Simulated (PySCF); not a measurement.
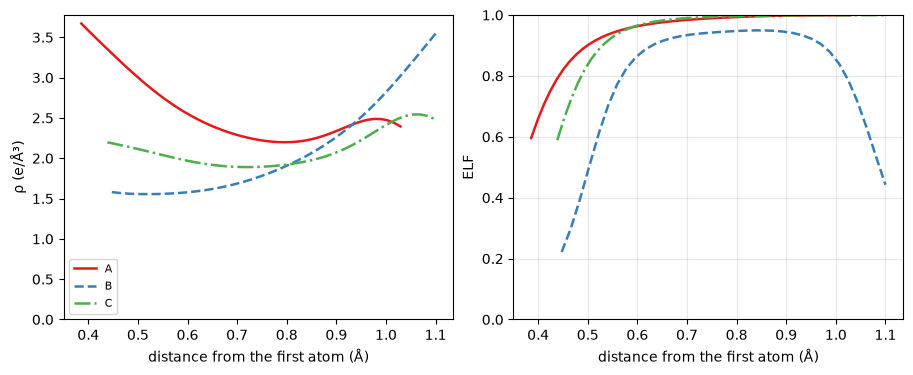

CH₆N (charge +1). Total electron density and electron localisation function along straight lines between neighbouring atoms. The curves leave out the atomic cores.

Geometry: PBE0-D3(BJ)/def2-SVP.

All numbers below come from CAM-B3LYP/def2-SVPD, SCF density, gas phase (PySCF 2.14.0).

```yaml
atoms:
  - { symbol: C, position_ang: [-0.7301, 0.1013, -0.0364] }
  - { symbol: N, position_ang: [0.7452, -0.1142, 0.0026] }
  - { symbol: H, position_ang: [-1.1656, -0.5703, -0.7858] }
  - { symbol: H, position_ang: [-0.9265, 1.1459, -0.3046] }
  - { symbol: H, position_ang: [-1.1454, -0.1190, 0.9540] }
  - { symbol: H, position_ang: [0.9862, -1.0828, 0.2535] }
  - { symbol: H, position_ang: [1.2060, 0.4960, 0.6915] }
  - { symbol: H, position_ang: [1.1866, 0.0762, -0.9076] }
```

Which curve belongs to which contact (C–H, C–N and N–H)? The first atom named is at distance zero.

Answer. Curve A: N–H (1.03 Å): ρ is about 2.9 e/Å³ halfway; the ELF climbs to about 1 towards the hydrogen, as it does in any bond to H: an ordinary covalent bond to hydrogen. Curve B: C–N (1.49 Å): the density is about 1.8 e/Å³ at the midpoint, with its minimum of 1.6 e/Å³ about 0.5 Å from C; the ELF peaks at about 0.95 between the atoms, as expected for localised, covalent bonding. Curve C: C–H (1.10 Å): ρ is about 2 e/Å³ halfway; the ELF climbs to about 1 towards the hydrogen; a covalent bond by its length.
